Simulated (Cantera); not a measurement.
Input: 1 mol TEOS, a varied amount of O₂, 66 mol H₂, 0.32 mol N₂O, held at 1350 K and 1700 Pa.

These are equilibrium values from Cantera (NASA tables, ideal gas, pure condensed phases), not measurements of a reactor. Candidate condensed phases: C, C₆H₆, C₇H₈, C₈H₁₈, H₂O, Si, SiC, SiO₂, Si₂N₂O, Si₃N₄; 151 gas species. The feed counts by its element totals alone. Mutual solubility and eutectic melting of coexisting phases are not modelled. The tables hold silica as quartz up to 1696 K and as liquid above; real silica turns to tridymite and cristobalite and melts near 1996 K. Kinetics and transport are ignored.

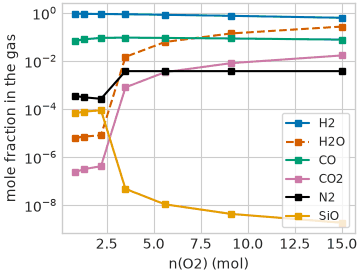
Figure: Equilibrium gas composition (values under 1e-9 drawn at 1e-9)

From 0.83 mol O₂ to 1.3 mol O₂ the condensed part is C(graphite) + SiC(s) + Si₂N₂O(s). At 2.2 mol O₂ the condensed part is C(graphite) + SiC(s) + SiO₂(β-quartz) + Si₂N₂O(s). From 3.5 mol O₂ to 15 mol O₂ the condensed part is SiO₂(β-quartz).
